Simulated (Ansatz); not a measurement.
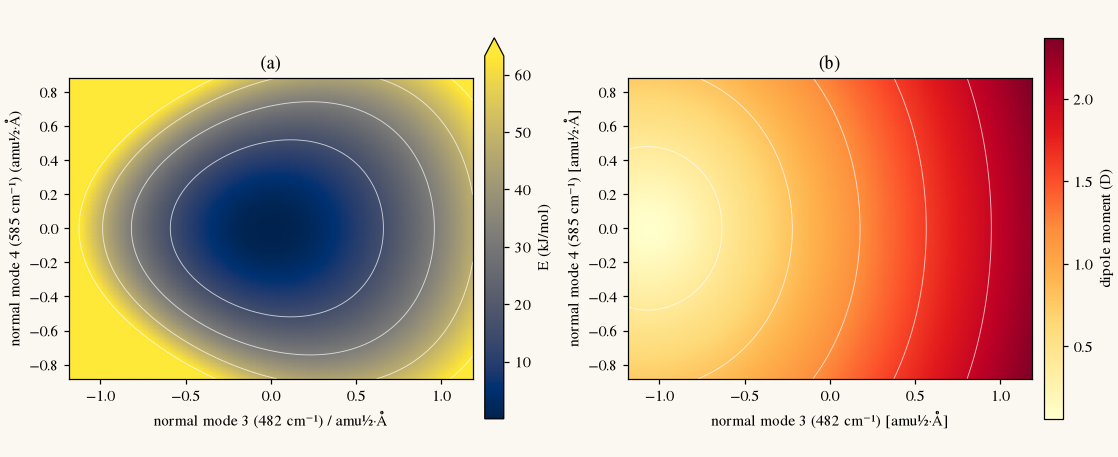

AlCl₂H, SMILES [Cl][AlH][Cl]. 
- Coordinates scanned: (1) normal mode 3 (482 cm⁻¹); (2) normal mode 4 (585 cm⁻¹).
- Nothing is relaxed (straight displacements along the two mass-weighted modes).
- Grid: 11 × 11 points; 66 points were computed and 55 follow by symmetry.
- Energies: kJ/mol, counted from the lowest grid point.
- These are results of RKS PBE0-D4/def2-TZVP in Ansatz, not measurements.

Panel (a) is the energy and panel (b) the computed dipole moment on the same grid.

Drawn: a smooth colour map with a few white contour lines, one colour for all values above the top of the scale. Between grid points the surface is interpolated.

How does the dipole moment vary over the map, and what is it at the lowest grid point?

Leaving out the highest fifth of the energies, it runs from 0.10 D at normal mode 3 (482 cm⁻¹) = −0.947 amu½·Å, normal mode 4 (585 cm⁻¹) = 0.000 amu½·Å to 2.33 D at normal mode 3 (482 cm⁻¹) = 1.184 amu½·Å, normal mode 4 (585 cm⁻¹) = −0.706 amu½·Å. At the lowest grid point, normal mode 3 (482 cm⁻¹) = 0.000 amu½·Å, normal mode 4 (585 cm⁻¹) = 0.000 amu½·Å, it is 1.02 D.

| normal mode 4 (585 cm⁻¹) ↓, normal mode 3 (482 cm⁻¹) → | −1.184 | −0.947 | −0.711 | −0.474 | −0.237 | 0.000 | 0.237 | 0.474 | 0.711 | 0.947 | 1.184 |
| --- | --- | --- | --- | --- | --- | --- | --- | --- | --- | --- | --- |
| 0.882 | 0.75 | 0.75 | 0.82 | 0.94 | 1.10 | 1.28 | 1.48 | 1.69 | 1.91 | 2.14 | 2.37 |
| 0.706 | 0.60 | 0.60 | 0.68 | 0.82 | 0.99 | 1.19 | 1.40 | 1.62 | 1.85 | 2.09 | 2.33 |
| 0.529 | 0.45 | 0.46 | 0.55 | 0.71 | 0.91 | 1.12 | 1.34 | 1.57 | 1.81 | 2.05 | 2.29 |
| 0.353 | 0.32 | 0.31 | 0.44 | 0.63 | 0.84 | 1.06 | 1.30 | 1.53 | 1.78 | 2.02 | 2.27 |
| 0.176 | 0.19 | 0.18 | 0.36 | 0.57 | 0.80 | 1.03 | 1.27 | 1.51 | 1.76 | 2.00 | 2.25 |
| 0.000 | 0.12 | 0.10 | 0.32 | 0.55 | 0.78 | 1.02 | 1.26 | 1.50 | 1.75 | 2.00 | 2.25 |
| −0.176 | 0.19 | 0.18 | 0.36 | 0.57 | 0.80 | 1.03 | 1.27 | 1.51 | 1.76 | 2.00 | 2.25 |
| −0.353 | 0.32 | 0.31 | 0.44 | 0.63 | 0.84 | 1.06 | 1.30 | 1.53 | 1.78 | 2.02 | 2.27 |
| −0.529 | 0.45 | 0.46 | 0.55 | 0.71 | 0.91 | 1.12 | 1.34 | 1.57 | 1.81 | 2.05 | 2.29 |
| −0.706 | 0.60 | 0.60 | 0.68 | 0.82 | 0.99 | 1.19 | 1.40 | 1.62 | 1.85 | 2.09 | 2.33 |
| −0.882 | 0.75 | 0.75 | 0.82 | 0.94 | 1.10 | 1.28 | 1.48 | 1.69 | 1.91 | 2.14 | 2.37 |
